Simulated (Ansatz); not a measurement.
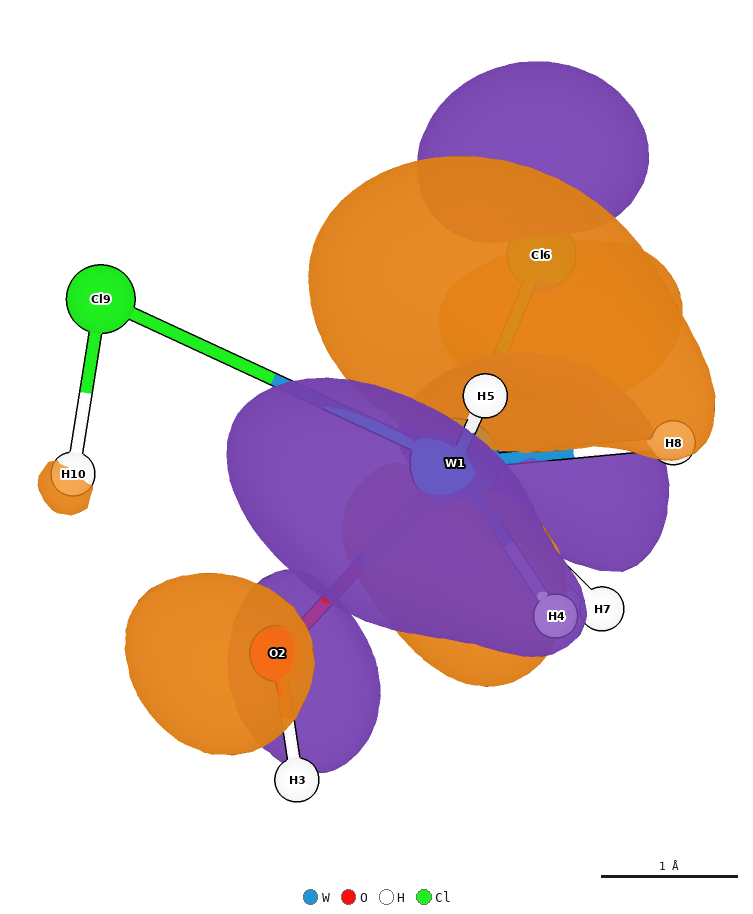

Figure 1: Cl$_{2}$H$_{6}$OW. The LUMO at ±0.08 Å⁻³ᐟ² (orange and purple are the two phases), seen at a tilt.

Core potentials replace the inner electrons of W.

Computed with Ansatz 0.2.0, RKS PBE0/def2-SVP.

The calculation's input:

```
crystal:
  periodic: [false, false, false]
  atoms:
    - { symbol: W, position_ang: [-0.494091, -0.008197, 0.076622] }
    - { symbol: O, position_ang: [-0.309842, -0.016311, 1.987852] }
    - { symbol: H, position_ang: [0.415036, -0.362884, 2.521406] }
    - { symbol: H, position_ang: [1.148771, -0.247512, 0.179869] }
    - { symbol: H, position_ang: [0.473218, 1.242034, -0.49881] }
    - { symbol: Cl, position_ang: [-2.277782, -0.537524, -1.268494] }
    - { symbol: H, position_ang: [0.125554, -1.542772, 0.052757] }
    - { symbol: H, position_ang: [0.35058, -0.485523, -1.273769] }
    - { symbol: Cl, position_ang: [-2.328588, 2.543392, 1.797711] }
    - { symbol: H, position_ang: [-1.597157, 1.694996, 2.526356] }
basis:
  gaussian: { orbitals: def2-SVP }
hamiltonian:
  xc: pbe0
relax:
  f_tol: 0.03
  max_steps: 50
output:
  orbitals: {}
```

Command:

```sh
ansatz run input.yaml --threads 2 --pin off --max-ram 3072MiB --backend cpu --events-out ev --progress --plain --runs-dir out
```

The fields are those of the run's last geometry, not of the input's.

**Where does this orbital lie, and at what energy?**

Its weight (Hirshfeld) is mainly on W1 (about 65 %), Cl6 (about 10 %) and O2 (about 10 %). Its energy is −2.56 eV.
